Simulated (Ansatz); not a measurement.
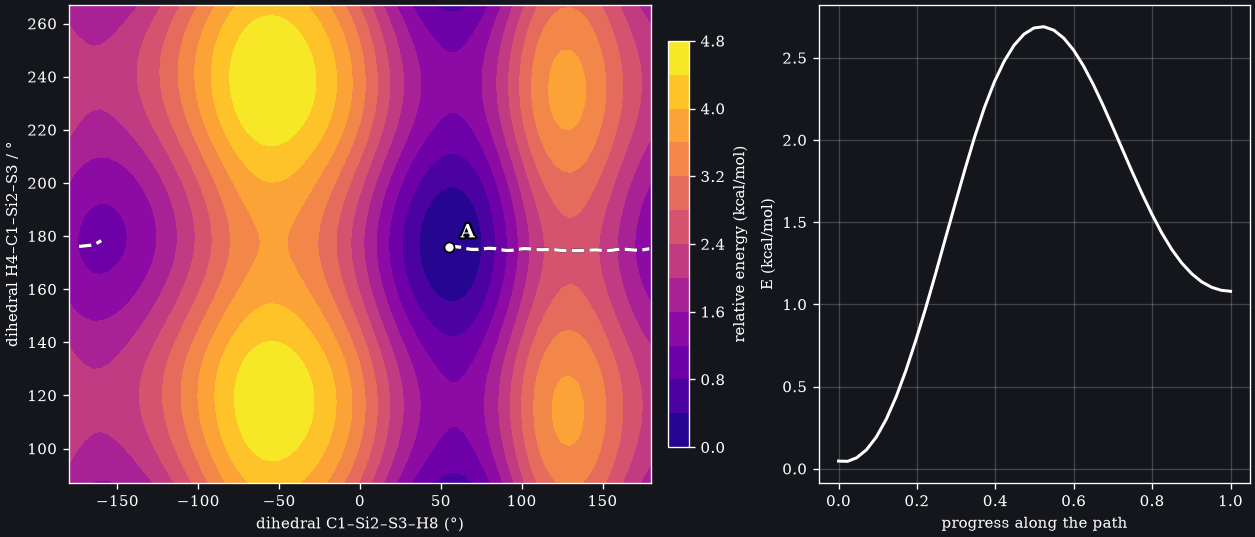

CH₅SSi, SMILES C[SiH]S, spin multiplicity 2. The first coordinate is: dihedral C1–Si2–S3–H8; the second: dihedral H4–C1–Si2–S3. Nothing is relaxed (all other coordinates rigid). Grid: 10 × 9 points. Points are written as (first, second). Energies are in kcal/mol, from the relaxed molecule at the same level. Computed with UKS PBE-D4/def2-TZVP (Ansatz).

The picture shows filled contours, a line along the lowest path, the energy along the path at the right, the start A. Between grid points the surface is interpolated.

> Describe the path and its barrier.

The easiest path leads from the well at about (55°, 175°) to the well at about (−160°, 180°), about 1 kcal/mol higher. Its highest point lies about 2.6 kcal/mol above the bottom of the first well on the interpolated surface, at about (130°, 175°). Seen from the upper well the barrier is about 1.6 kcal/mol. The start is the relaxed structure and all else is held, so a fully relaxed path at this level can only be lower.
